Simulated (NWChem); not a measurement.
**One shape, several levels: CH3F2Ga (SMILES [CH3][Ga]([F])[F])**

We compute a comparison of 4 runs (HF/STO-3G, HF/3-21G, B3LYP/6-31G*) of CH3F2Ga. 

The results are computed with NWChem 7.3.0.

## Step 1: The structure to begin with

CH3F2Ga has 7 atoms, charge 0, and is taken as a singlet. SMILES: `[CH3][Ga]([F])[F]`. The shape is that of a PBE0-D4/def2-TZVP optimisation.

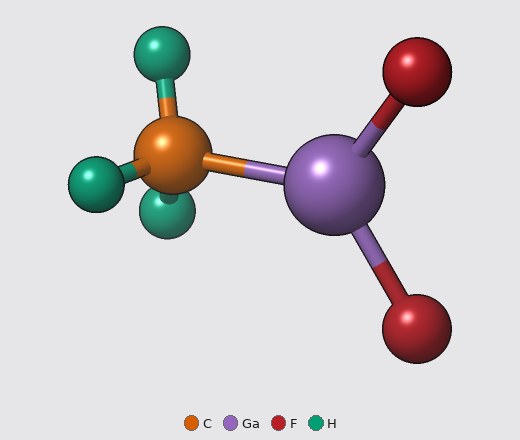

Viewed from a chosen angle; carbon orange, gallium purple, fluorine red, hydrogen teal.

## Step 2: Energy and gradient at HF/STO-3G (run 1)

The input, geom.nw:

```
START geom
memory 2200 mb
charge 0

GEOMETRY units angstroms noautosym nocenter noautoz
  C     -0.332500     0.860400    -0.249800
  Ga     0.330500    -0.884100     0.260900
  F      1.366200    -1.190700     1.634200
  F     -0.015100    -2.369900    -0.590900
  H     -1.261600     0.758700    -0.809400
  H     -0.494800     1.471400     0.637600
  H      0.407200     1.354300    -0.882400
END

BASIS "ao basis" spherical bse
  * library STO-3G
END

SCF
  thresh 1e-08
  maxiter 80
  noprint "final vectors analysis"
END

TASK scf gradient
```

Started as:

```console
$ nwchem geom.nw > geom.out
```

The program printed:

```text
[...]
  functions       =    36
[...]
  wavefunction    = RHF
[...]
         Total SCF energy =  -2136.126522132714
      One-electron energy =  -3577.599488014435
      Two-electron energy =   1152.306340176870
 Nuclear repulsion energy =    289.166625704850
        Time for solution =      3.6s
[...]
                         RHF ENERGY GRADIENTS
    atom               coordinates                        gradient
                 x          y          z           x          y          z
   1 C      -0.628334   1.625920  -0.472054   -0.019715   0.048060  -0.013488
   2 Ga      0.624554  -1.670707   0.493030   -0.007418   0.018141  -0.004998
   3 F       2.581744  -2.250097   3.088190    0.039209  -0.006432   0.053329
   4 F      -0.028535  -4.478462  -1.116639   -0.016157  -0.053755  -0.035872
   5 H      -2.384078   1.433735  -1.529544   -0.005873  -0.006689  -0.004231
   6 H      -0.935036   2.780543   1.204889    0.001612   0.000376   0.009623
   7 H       0.769496   2.559256  -1.667494    0.008342   0.000299  -0.004363
[...]
```

Wall time 5.1 s (1 thread of Intel Xeon Platinum 8488C (Sapphire Rapids), shared host); peak memory 0.1 GiB.

## Step 3: Energy and gradient at HF/3-21G (run 2)

The input, work.xyz:

```xyz
7
CH3F2Ga hf
C     -0.332500     0.860400    -0.249800
Ga     0.330500    -0.884100     0.260900
F      1.366200    -1.190700     1.634200
F     -0.015100    -2.369900    -0.590900
H     -1.261600     0.758700    -0.809400
H     -0.494800     1.471400     0.637600
H      0.407200     1.354300    -0.882400
```

The input, work.nw:

```
start work
title "CH3F2Ga hf"
memory stack 880 mb heap 220 mb global 1100 mb
charge 0
geometry units angstrom noautosym nocenter noautoz
load work.xyz
end
basis spherical bse
C library 3-21G
Ga library 3-21G
F library 3-21G
H library 3-21G
end
scf
singlet
rhf
thresh 1e-08
maxiter 80
print low
end
task scf gradient
```

Started as:

```console
$ nwchem work.nw > work.out
```

The program printed:

```text
[...]
  functions       =    55
[...]
  wavefunction    = RHF
[...]
         Total SCF energy =  -2151.185514826553
      One-electron energy =  -3581.822785401427
      Two-electron energy =   1141.470644870024
 Nuclear repulsion energy =    289.166625704851
        Time for solution =      2.3s
[...]
                         RHF ENERGY GRADIENTS
    atom               coordinates                        gradient
                 x          y          z           x          y          z
   1 C      -0.628334   1.625920  -0.472054   -0.002583   0.001448   0.000382
   2 Ga      0.624554  -1.670707   0.493030   -0.012659   0.034820  -0.010501
   3 F       2.581744  -2.250097   3.088190    0.019187  -0.005424   0.025740
   4 F      -0.028535  -4.478462  -1.116639   -0.006727  -0.027491  -0.015991
   5 H      -2.384078   1.433735  -1.529544   -0.003477  -0.003522  -0.002786
   6 H      -0.935036   2.780543   1.204889    0.001084   0.000568   0.005541
   7 H       0.769496   2.559256  -1.667494    0.005175  -0.000400  -0.002386
 Task  times  cpu:        3.3s     wall:        3.3s
 Total times  cpu:        3.3s     wall:        3.3s
```

Run time: 3.9 s. Hardware: 1 thread of Intel Xeon Platinum 8488C (Sapphire Rapids), shared host; peak memory 0.099 GiB.

Run 3 isn't shown in full; the table further down has it.

## Step 4: Energy and gradient at B3LYP/6-31G(d) (Cartesian functions) (run 4)

The input, run.py:

```python
from ase import Atoms
from ase.calculators.nwchem import NWChem

system = Atoms('CGaFFHHH', positions=[
    [-0.332500, 0.860400, -0.249800],
    [0.330500, -0.884100, 0.260900],
    [1.366200, -1.190700, 1.634200],
    [-0.015100, -2.369900, -0.590900],
    [-1.261600, 0.758700, -0.809400],
    [-0.494800, 1.471400, 0.637600],
    [0.407200, 1.354300, -0.882400],
])

calc = NWChem(
    label='test',
    theory='dft',
    memory='2200 mb',
    basis='6-31G*',
    dft={'xc': 'b3lyp', 'mult': '1', 'grid': 'xfine', 'convergence': 'energy 1e-08', 'iterations': '100', 'mulliken': None},
)
system.calc = calc

forces = system.get_forces()
e = system.get_potential_energy()
print(f"E = {e:.6f} eV")
print("forces (eV/A):")
for s, f in zip(system.symbols, forces):
    print(f"{s:2s} {f[0]:10.5f} {f[1]:10.5f} {f[2]:10.5f}")
print("dipole (e A):", system.get_dipole_moment().round(4))
```

Started as:

```console
$ export ASE_NWCHEM_COMMAND="nwchem PREFIX.nwi > PREFIX.nwo"
$ python run.py
```

The program printed:

```text
E = -58893.936465 eV
forces (eV/A):
C    -0.05579    0.18836   -0.06309
Ga    0.03975   -0.10413    0.02967
F     0.09786   -0.01933    0.12871
F    -0.03548   -0.13154   -0.08562
H    -0.09780   -0.01111   -0.04335
H    -0.02957    0.05281    0.09143
H     0.08109    0.02499   -0.05775
dipole (e A): [-0.2403  0.6352 -0.1864]
```

The calculator wrote test.nwi:

```
title "test"

permanent_dir test

scratch_dir test

start test

geometry units angstrom nocenter noautosym noautoz
  C  -3.3250000000000002e-01 8.6040000000000005e-01 -2.4979999999999999e-01
  Ga 3.3050000000000002e-01 -8.8410000000000000e-01 2.6090000000000002e-01
  F  1.3662000000000001e+00 -1.1907000000000001e+00 1.6342000000000001e+00
  F  -1.5100000000000001e-02 -2.3698999999999999e+00 -5.9089999999999998e-01
  H  -1.2616000000000001e+00 7.5870000000000004e-01 -8.0940000000000001e-01
  H  -4.9480000000000002e-01 1.4714000000000000e+00 6.3759999999999994e-01
  H  4.0720000000000001e-01 1.3543000000000001e+00 -8.8239999999999996e-01
end

memory 2200 mb

basis noprint
   * library 6-31G*
end

dft
  xc b3lyp
  mult 1
  grid xfine
  convergence energy 1e-08
  iterations 100
  mulliken
end

task dft gradient
```

test.nwo:

```text
Northwest Computational Chemistry Package (NWChem) 7.3.0
             --------------------------------------------------------

           Job information
           ---------------

    nwchem branch   = 7.3.0
    use scalapack   = T
    input           = test.nwi
    prefix          = test.
    data base       = test/test.db
    status          = startup
    nproc           =        1

           Memory information
           ------------------

    heap     =     72089596 doubles =      550.0 Mbytes
    stack    =     72089601 doubles =      550.0 Mbytes
    global   =    144179200 doubles =     1100.0 Mbytes (distinct from heap & stack)
    total    =    288358397 doubles =     2200.0 Mbytes
    verify   = yes
    hardfail = no

[... 109 lines left out ...]
  convergence criterion.
[... 41 lines left out ...]
          Spatial weights used:  Erf1
[... 85 lines left out ...]
         Total DFT energy =    -2164.312262966619
[... 3 lines left out ...]
 Nuclear repulsion energy =      289.166625704850
[... 676 lines left out ...]
          Convergence on gradient requested:  5.00D-04
[... 28 lines left out ...]
          total energy or number of iterations.
[... 38 lines left out ...]
                 ----------------------------------------
                 |  Time  |  1-e(secs)   |  2-e(secs)   |
                 ----------------------------------------
                 |  CPU   |       0.01   |       5.70   |
                 ----------------------------------------
                 |  WALL  |       0.01   |       5.70   |
                 ----------------------------------------

 Task  times  cpu:       35.4s     wall:       35.4s
 Total times  cpu:       35.4s     wall:       35.4s
```

Wall time 37 s (1 thread of Intel Xeon Platinum 8488C (Sapphire Rapids), shared host); peak memory 0.14 GiB.

## Step 5: Overview of the runs

```tsv
run	level	iteration cap	module	energy (Eh)	dipole moment (D)	largest force (eV/Å)	wall time
1	HF/STO-3G	80	scf	-2136.126522	1.39	3.425	5.1 s
2	HF/3-21G	80	scf	-2151.185515	–	1.980	3.9 s
3	B3LYP/6-31G* (spherical functions)	100	dft	-2164.302540	3.42	0.265	35 s
4	B3LYP/6-31G* (Cartesian functions)	100	dft	-2164.312263	3.38	0.206	37 s
```

## Step 6: Summary of results

| quantity | value |
| --- | --- |
| run 4: total energy | -2164.31226 Eh |
| run 4: dipole moment | 3.38 D |
| run 4: HOMO energy | -9.09 eV |
| run 4: LUMO energy | -0.99 eV |
| run 4: HOMO–LUMO gap | 8.10 eV |
| run 4: largest force on an atom | 0.206 eV/Å |

**Reading.** Over runs 1, 3, 4 the dipole moment (its size) runs from 1.39 D (HF/STO-3G) to 3.42 D (B3LYP/6-31G*). The two ends differ in method and basis. In run 1 the basis is minimal, so the values are rough. All runs together took 80 s, the longest 37 s.
